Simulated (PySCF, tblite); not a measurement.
**C₂H₃F: geometry, infrared bands, NMR shifts and spin-spin couplings**

Aim: predict the infrared bands, NMR shifts and spin-spin couplings of C₂H₃F (`C=CF`).

Computed with tblite 0.8.0 and PySCF 2.14.0, with density-fitted response routines of our own, on a single molecule in the gas phase. Atoms are numbered from 0 throughout.

### Step 1. The molecule as given

6 atoms, charge 0, multiplicity 1; geometry from: force field or distance geometry start.

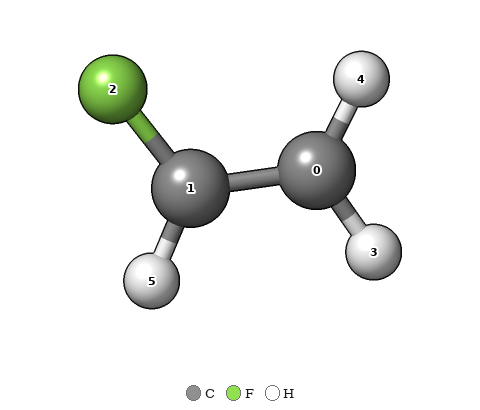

As it starts; carbon grey, fluorine green, hydrogen white, atoms numbered; sticks join atoms by distance.

### Step 2. Relaxing the molecule with GFN2-xTB

The job: settings as JSON, then the geometry in Å.

```
{"job": {"kind": "relax", "xc": "GFN2-xTB", "basis": "xTB"}, "charge": 0, "multiplicity": 1}
C      0.686100    -0.104200    -0.030400
C     -0.647200     0.040300    -0.006600
F     -1.200300     1.207400     0.420300
H      1.068900    -1.048800    -0.375100
H      1.372400     0.677700     0.266000
H     -1.276800    -0.770500    -0.295600
```

Command:

```console
$ OMP_NUM_THREADS=1 python probes_run.py task.json out
```

One launch serves the whole session: the jobs run in the order shown.

Standard output:

```text
step      E/eV     max force
  0    -285.66814    2.244
  1    -285.70021    1.778
  2    -285.72731    0.622
  3    -285.73879    0.407
  4    -285.74926    0.291
  5    -285.75283    0.224
  6    -285.75529    0.123
  7    -285.75620    0.104
  8    -285.75699    0.104
  9    -285.75773    0.092
 10    -285.75830    0.068
 11    -285.75856    0.062
 12    -285.75873    0.059
 13    -285.75891    0.046
 14    -285.75908    0.039
 15    -285.75915    0.017
 16    -285.75916    0.004
```

It took 0.03 s on 1 thread of Arm Neoverse V2, shared host.

The steps of the relaxation:

```csv
step,energy from step 0 (eV),largest force (eV/Å)
0,0.0000,2.2438
1,-0.0321,1.7775
2,-0.0592,0.6217
3,-0.0707,0.4074
4,-0.0811,0.2905
5,-0.0847,0.2235
6,-0.0872,0.1226
7,-0.0881,0.1036
8,-0.0888,0.1042
9,-0.0896,0.0916
10,-0.0902,0.0684
11,-0.0904,0.0623
12,-0.0906,0.0592
13,-0.0908,0.0463
14,-0.0909,0.0391
15,-0.0910,0.0173
16,-0.0910,0.0042
```

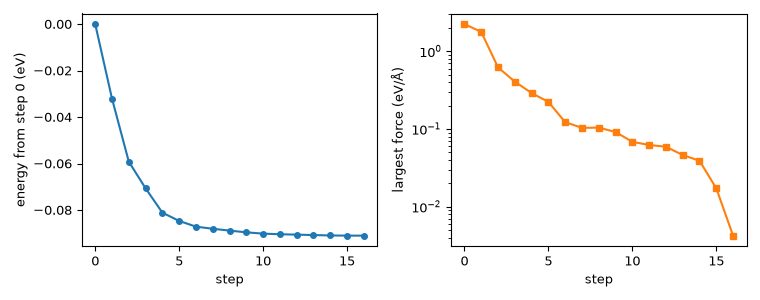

Energy and force, step by step.

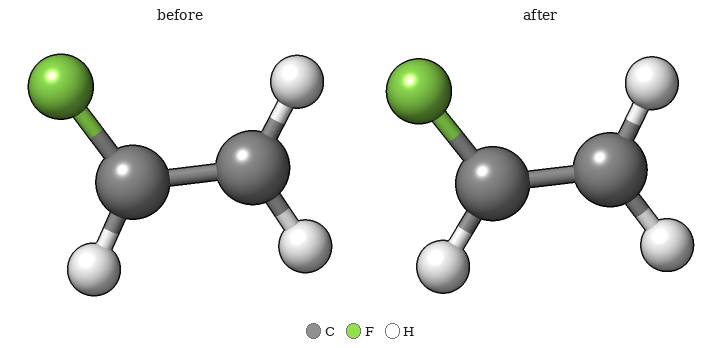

The geometry before (left) and after (right).

Close pairs (by a distance rule), those that changed most:

| bond | before (Å) | after (Å) | change (Å) |
| --- | --- | --- | --- |
| C0–C1 | 1.341 | 1.314 | -0.027 |
| C1–F2 | 1.360 | 1.342 | -0.018 |
| C1–H5 | 1.066 | 1.081 | +0.014 |
| C0–H4 | 1.082 | 1.075 | -0.006 |
| C0–H3 | 1.076 | 1.073 | -0.003 |

The final coordinates are the input of the step that follows.

### Step 3. Infrared spectrum with GFN2-xTB

The job: settings as JSON, then the geometry in Å.

```
{"job": {"kind": "ir", "xc": "GFN2-xTB", "basis": "xTB"}, "charge": 0, "multiplicity": 1}
C      0.689561    -0.117150    -0.037370
C     -0.616525     0.026985    -0.002170
F     -1.195397     1.166595     0.406140
H      1.128375    -1.039093    -0.367369
H      1.349143     0.677902     0.261777
H     -1.352034    -0.713249    -0.282582
```

Standard output:

```text
mode    cm-1     km/mol
  1     451.7      4.89
  2     665.2      3.35
  3     853.2      9.79
  4     928.3     41.24
  5     989.7     33.46
  6    1123.4    112.71
  7    1258.4      6.09
  8    1362.2      4.17
  9    1712.0     95.00
 10    3078.6     22.74
 11    3131.4      2.37
 12    3174.2     14.22
```

Wall time 0.04 s (1 thread of Arm Neoverse V2, shared host).

The strongest bands and the atoms that carry them (share of the mass-weighted mode):

| cm⁻¹ | km/mol | atoms |
| --- | --- | --- |
| 853 | 9.8 | H3 63 %, C0 17 %, H5 13 % |
| 928 | 41.2 | H3 32 %, F2 25 %, C0 23 %, H4 14 % |
| 990 | 33.5 | H4 48 %, H5 43 % |
| 1123 | 112.7 | C1 43 %, F2 23 %, H5 12 %, H4 11 % |
| 1258 | 6.1 | H5 80 % |
| 1712 | 95.0 | C1 50 %, C0 43 % |
| 3079 | 22.7 | H5 92 % |
| 3174 | 14.2 | H3 66 %, H4 24 % |

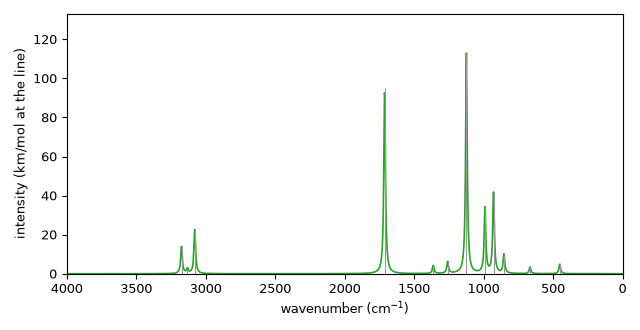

The infrared spectrum from these modes, unscaled. Lines are broadened to a width of 14 cm⁻¹ (Lorentzian).

### Step 4. Nuclear shieldings: PBE0/pcSseg-1

Same as in step 3 but for these lines:

```diff
@@ -1,2 +1,2 @@
-{"job": {"kind": "ir", "xc": "GFN2-xTB", "basis": "xTB"}, "charge": 0, "multiplicity": 1}
+{"job": {"kind": "nmr", "xc": "PBE0", "basis": "pcSseg-1"}, "charge": 0, "multiplicity": 1}
 C      0.689561    -0.117150    -0.037370
```

Level: GIAO PBE0/pcSseg-1 NMR shielding, non-relativistic, gas phase.

Standard output:

```text
coarse grid: 5120 points
cycle   1  E = -177.5537291992  dE =  2.745e-01  |g| = 4.437e-01  |ddm| = 2.012e+00
cycle   2  E = -177.5288497561  dE =  2.488e-02  |g| = 5.855e-01  |ddm| = 5.772e-01
cycle   3  E = -177.5895300829  dE = -6.068e-02  |g| = 5.810e-02  |ddm| = 3.433e-01
cycle   4  E = -177.5902943327  dE = -7.642e-04  |g| = 2.169e-02  |ddm| = 5.903e-02
cycle   5  E = -177.5903935441  dE = -9.921e-05  |g| = 7.215e-03  |ddm| = 1.783e-02
cycle   6  E = -177.5904024780  dE = -8.934e-06  |g| = 2.412e-03  |ddm| = 6.366e-03
final grid: 50136 points
cycle   7  E = -177.6145461056  dE = -1.457e-05  |g| = 4.178e-03  |ddm| = 1.229e-02
cycle   8  E = -177.6145431025  dE =  3.003e-06  |g| = 5.486e-03  |ddm| = 6.761e-03
cycle   9  E = -177.6145504328  dE = -7.330e-06  |g| = 8.233e-04  |ddm| = 3.971e-03
cycle  10  E = -177.6145505956  dE = -1.628e-07  |g| = 1.444e-04  |ddm| = 6.107e-04
cycle  11  E = -177.6145505994  dE = -3.790e-09  |g| = 8.879e-05  |ddm| = 1.507e-04
cycle  12  E = -177.6145506006  dE = -1.151e-09  |g| = 6.249e-06  |ddm| = 5.014e-05
cycle  13  E = -177.6145506006  dE = -7.304e-12  |g| = 8.016e-07  |ddm| = 4.782e-06
converged SCF energy = -177.6145506006

GIAO shielding tensors (ppm)
atom      isotropic    diamagn.    paramagn.     s11        s22        s33       span
  0 C       86.818     257.109    -170.292    -21.302    116.568    165.187    186.489
  1 C       21.507     249.783    -228.275    -84.040     68.189     80.373    164.413
  2 F      276.356     472.593    -196.237    167.895    276.300    384.873    216.979
  3 H       27.043      30.591      -3.548     25.106     26.677     29.345      4.239
  4 H       26.603      30.381      -3.777     23.919     25.583     30.308      6.389
  5 H       24.777      29.582      -4.805     22.476     24.786     27.069      4.593
```

Run time: 2.1 s. Hardware: 1 thread of Arm Neoverse V2, shared host; peak memory 0.3 GiB.

Shifts follow as δ = σ(reference) − σ, with reference shieldings (ppm) from runs at the same level and on the same kind of geometry: ¹H TMS 31.72, ¹³C TMS 186.9, ¹⁹F CFCl3 170.9. The references are single molecules in the gas phase, so shifts against H2O, NH3, PH3, H3PO4 or CFCl3 are not on the usual liquid scales and can be off by tens of ppm.

```csv
atoms,environment,σ (ppm),δ (ppm),δ scaled to CDCl3
C1,alkene CH,21.5,165.4,159.5
C0,terminal =CH2 carbon,86.8,100.1,95.8
H5,hydrogen on an alkene CH,24.78,6.94,6.65
H4,hydrogen on a terminal =CH2 carbon,26.60,5.11,4.93
H3,hydrogen on a terminal =CH2 carbon,27.04,4.67,4.51
F2,vinylic fluorine,276.4,-105.4,–
```

The scaled column applies a straight-line fit of computed shieldings to shifts measured in CDCl3, and one for carbons that bear F (root-mean-square error 0.16 ppm for H, 1.9 ppm for C).

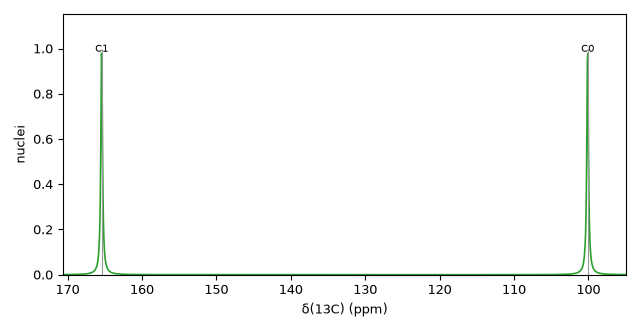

¹³C lines at the computed shifts, without couplings. Lines are broadened to a width of 0.26 ppm (Lorentzian).

The run also stored atomic charges by several schemes (e):

```csv
atoms,Mulliken,IAO,Hirshfeld,ESP fit
C0,-0.26,-0.38,-0.13,-0.60
C1,0.17,0.16,0.05,0.16
F2,-0.28,-0.27,-0.09,-0.16
```

Hirshfeld charges:

```csv
atom,value (e)
C0,-0.13
C1,0.05
F2,-0.09
H3,0.06
H4,0.05
H5,0.06
```

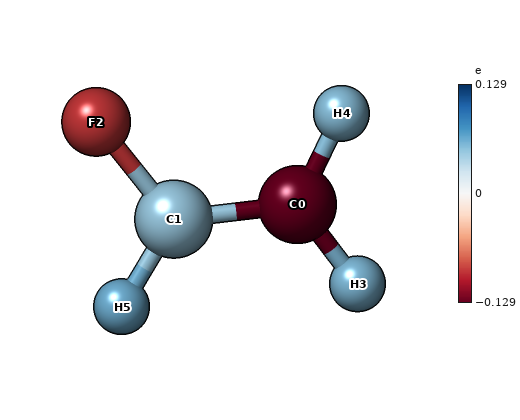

Hirshfeld charges, as colours on the atoms.

Mayer bond orders: C0–C1 1.95, C1–F2 0.96.

### Step 5. Spin-spin couplings: B3LYP/pcJ-1

Same as in step 4 but for these lines:

```diff
@@ -1,2 +1,2 @@
-{"job": {"kind": "nmr", "xc": "PBE0", "basis": "pcSseg-1"}, "charge": 0, "multiplicity": 1}
+{"job": {"kind": "j", "xc": "B3LYP", "basis": "pcJ-1"}, "charge": 0, "multiplicity": 1}
 C      0.689561    -0.117150    -0.037370
```

Level: B3LYP/pcJ-1 indirect spin-spin coupling, non-relativistic, gas phase.

Standard output:

```text
coarse grid: 5120 points
cycle   1  E = -177.7653023739  dE =  2.489e-01  |g| = 4.865e-01  |ddm| = 1.876e+00
cycle   2  E = -177.7266884208  dE =  3.861e-02  |g| = 6.796e-01  |ddm| = 6.652e-01
cycle   3  E = -177.8063354581  dE = -7.965e-02  |g| = 7.315e-02  |ddm| = 3.983e-01
cycle   4  E = -177.8074660290  dE = -1.131e-03  |g| = 3.041e-02  |ddm| = 7.266e-02
cycle   5  E = -177.8076635876  dE = -1.976e-04  |g| = 9.961e-03  |ddm| = 2.455e-02
cycle   6  E = -177.8076804646  dE = -1.688e-05  |g| = 3.038e-03  |ddm| = 8.038e-03
cycle   7  E = -177.8076825036  dE = -2.039e-06  |g| = 1.450e-04  |ddm| = 1.930e-03
final grid: 50136 points
cycle   8  E = -177.8338361157  dE = -7.246e-05  |g| = 4.842e-03  |ddm| = 9.007e-03
cycle   9  E = -177.8338321647  dE =  3.951e-06  |g| = 6.926e-03  |ddm| = 6.399e-03
cycle  10  E = -177.8338406439  dE = -8.479e-06  |g| = 8.646e-04  |ddm| = 3.957e-03
cycle  11  E = -177.8338407577  dE = -1.137e-07  |g| = 3.060e-04  |ddm| = 8.179e-04
cycle  12  E = -177.8338407738  dE = -1.611e-08  |g| = 1.224e-04  |ddm| = 2.555e-04
cycle  13  E = -177.8338407774  dE = -3.580e-09  |g| = 1.070e-05  |ddm| = 8.125e-05
cycle  14  E = -177.8338407774  dE = -2.831e-11  |g| = 6.893e-07  |ddm| = 8.682e-06
converged SCF energy = -177.8338407774

Indirect spin-spin couplings (Hz)
  i      j    bonds     total        FC       PSO       DSO        SD
  0 C    1 C    1     97.617   102.067    -9.022     0.173     4.398
  0 C    2 F    2      8.752    21.443   -25.054    -0.403    12.765
  0 C    3 H    1    169.857   168.173     0.728     0.565     0.392
  0 C    4 H    1    165.704   164.044     0.670     0.603     0.387
  0 C    5 H    2     15.465    16.588    -0.468    -0.667     0.012
  1 C    2 F    1   -334.711  -320.103   -14.557     0.585    -0.636
  1 C    3 H    2     10.846    12.664    -1.241    -0.473    -0.105
  1 C    4 H    2     -8.594    -6.741    -1.244    -0.514    -0.095
  1 C    5 H    1    203.347   202.206    -0.334     0.927     0.548
  2 F    3 H    3     47.718    51.903    -2.679    -2.565     1.059
  2 F    4 H    3     19.502    25.797    -4.810    -0.614    -0.870
  2 F    5 H    2     88.214    87.960     4.770    -1.953    -2.563
  3 H    4 H    2     -4.490    -4.888     4.084    -3.802     0.116
  3 H    5 H    3      5.557     6.050     0.640    -1.008    -0.125
  4 H    5 H    3     13.706    13.915     3.048    -3.539     0.282
```

Run time: 4.1 s. Hardware: 1 thread of Arm Neoverse V2, shared host; peak memory 0.38 GiB.

Couplings of 1 Hz or more, nine at most for each number of bonds (isotopes 13C, 19F, 1H):

| pair | bonds | J (Hz) | Fermi contact (Hz) | dihedral (°) |
| --- | --- | --- | --- | --- |
| C1–F2 | 1 | -334.7 | -320.1 | – |
| C1–H5 | 1 | 203.3 | 202.2 | – |
| C0–H3 | 1 | 169.9 | 168.2 | – |
| C0–H4 | 1 | 165.7 | 164.0 | – |
| C0–C1 | 1 | 97.6 | 102.1 | – |
| F2–H5 | 2 | 88.2 | 88.0 | – |
| C0–H5 | 2 | 15.5 | 16.6 | – |
| C1–H3 | 2 | 10.8 | 12.7 | – |
| C0–F2 | 2 | 8.8 | 21.4 | – |
| C1–H4 | 2 | -8.6 | -6.7 | – |
| H3–H4 | 2 | -4.5 | -4.9 | – |
| F2–H3 | 3 | 47.7 | 51.9 | 180 |
| F2–H4 | 3 | 19.5 | 25.8 | 0 |
| H4–H5 | 3 | 13.7 | 13.9 | 180 |
| H3–H5 | 3 | 5.6 | 6.0 | 0 |

Shifts (PBE0/pcSseg-1, unscaled) and these couplings together give the proton spectrum at 300 MHz below.

¹H NMR δ 6.94 (ddd, J = 88.2, 13.7, 5.6 Hz, 1H), 5.11 (ddd, J = 19.5, 13.7, 4.5 Hz, 1H), 4.67 (ddd, J = 47.7, 5.6, 4.5 Hz, 1H).

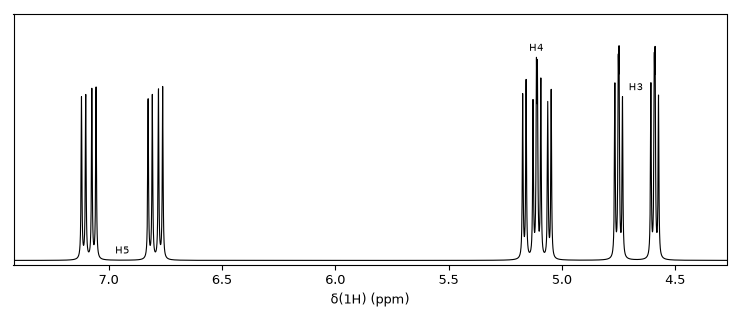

Simulated proton spectrum at 300 MHz, by exact diagonalisation of each spin system; lines 1.2 Hz wide, exchangeable protons uncoupled.

### Step 6. What came out

| quantity | value |
| --- | --- |
| strongest single infrared mode (GFN2-xTB) | 1123 cm⁻¹, 113 km/mol |
| zero-point energy (GFN2-xTB) | 26.8 kcal/mol |
| ¹³C shifts against TMS (PBE0/pcSseg-1) | 165.4, 100.1 ppm |
| ¹H shifts against TMS (PBE0/pcSseg-1) | 6.94, 5.11, 4.67 ppm |
| ¹⁹F shifts against CFCl3 (PBE0/pcSseg-1) | -105.4 ppm |
| largest coupling of the table (B3LYP/pcJ-1) | ¹J(C,F) C1–F2, -334.7 Hz |

The optimisation took 16 steps and gained 0.091 eV; among the close pairs (by a distance rule), C0–C1 changed most, from 1.341 to 1.314 Å. All 12 modes are real, so the xTB geometry is a minimum. The strongest single mode, at 1123 cm⁻¹, is carried by C1, F2, H5, H4. GFN2-xTB is a fitted tight-binding method: band positions and strengths are rough. Its intensities can rank the bands wrongly. H5 (hydrogen on an alkene CH) lies farthest downfield among hydrogen, at 6.94 ppm; olefinic region. At PBE0/pcSseg-1: The widest tensor belongs to F2: span 217 ppm, with a paramagnetic part of -196 ppm. Of the pairs tabulated at B3LYP/pcJ-1, C1–F2 couples most strongly (-334.7 Hz; Fermi contact -320.1 Hz).
